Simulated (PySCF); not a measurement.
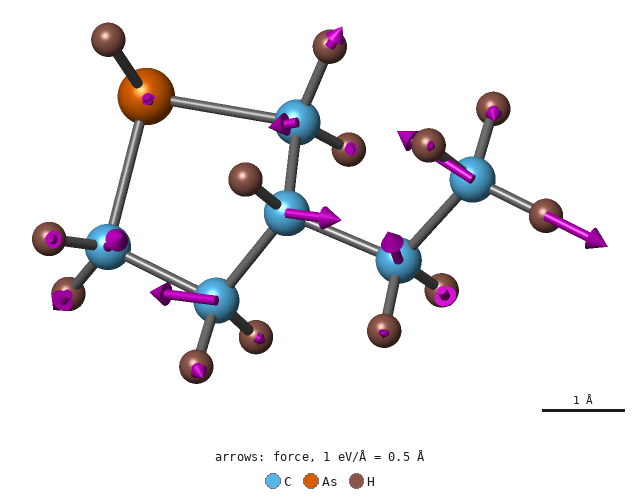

Starting geometry of C6H13As with the computed forces as purple arrows. Style: ball-and-stick. Shown at a tilt.

The start comes from GFN2-xTB. Its atoms were then displaced at random by about 0.01 Å.

The calculation used PBE0-D3(BJ)/def2-SVP geometry optimisation, gas phase in PySCF 2.14.0, density-fitted response routines. 

> Is this structure relaxed? If not, where do the atoms go?

It isn't relaxed: the largest force vector, on a C atom, is 2.34 eV/Å. The final displacements have little in common with the starting forces (cosine between the two patterns 0.28). An H atom moves most after the best rigid fit: 0.084 Å. By element the largest moves are H 0.084 Å, C 0.047 Å, As 0.028 Å. Some distances before and after: C–H 1.053 → 1.100 Å, C–C 1.490 → 1.530 Å, C–C 1.554 → 1.527 Å, C–H 1.083 → 1.105 Å. Among the angles between lasting bonds that change: C–C–H 114.3° → 111.1°, C–C–H 108.6° → 111.5°, C–C–H 107.2° → 109.7°. The energy falls by 0.152 eV in 3 geometry steps. Cost: 2.9 min on 1 thread of Intel(R) Xeon(R) Processor @ 2.50GHz, with other jobs on the host.
